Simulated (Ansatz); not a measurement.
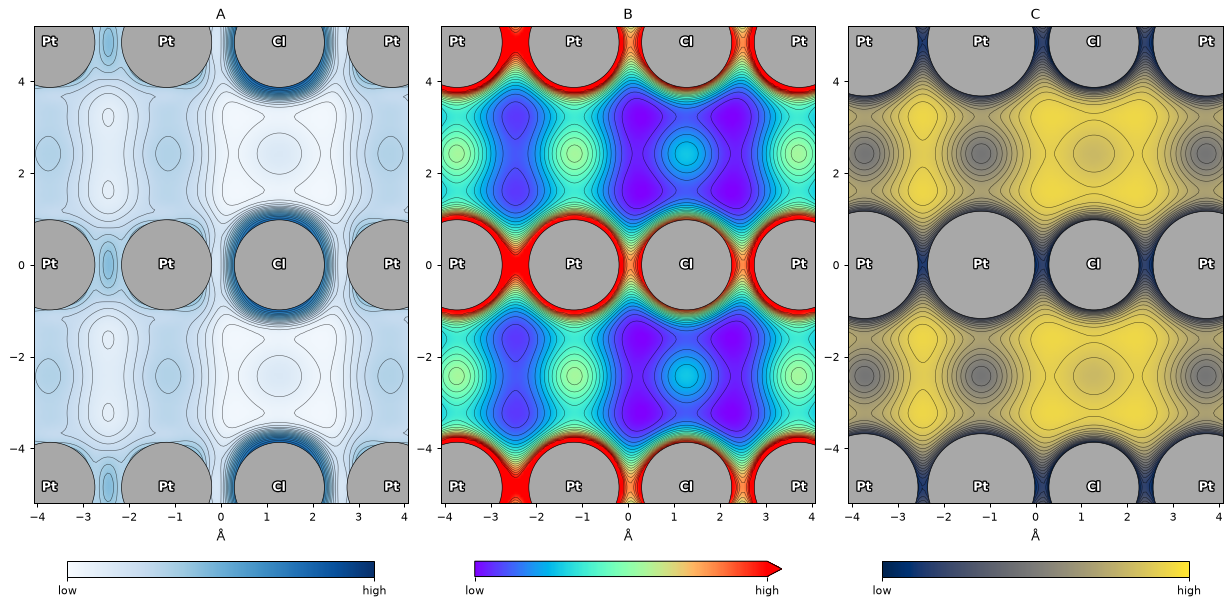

Pt2Cl: 3 fields on the (110) plane of the conventional cell, with unlabelled colour scales. Grey discs cover the atomic cores.

Space group P6/mmm; a generated structure, not necessarily the stable one.

The calculation used DFT PBE, spin-orbit coupling, plane waves, PAW (Ansatz).

Question: Match the panels to the quantities (electron localisation function, electrostatic potential energy of an electron and valence pseudo-density).

Answer: Panel A: electron localisation function. Panel B: valence pseudo-density. Panel C: electrostatic potential energy of an electron (low next to the atoms, rising into the space between them). From the grid: Pt–Cl (2.46 Å): the density is about 0.49 e/Å³ at the midpoint; the ELF peaks at about 0.80 in the valence shell of Cl, 0.7 Å from its nucleus, and drops to about 0.15 between the two atoms.
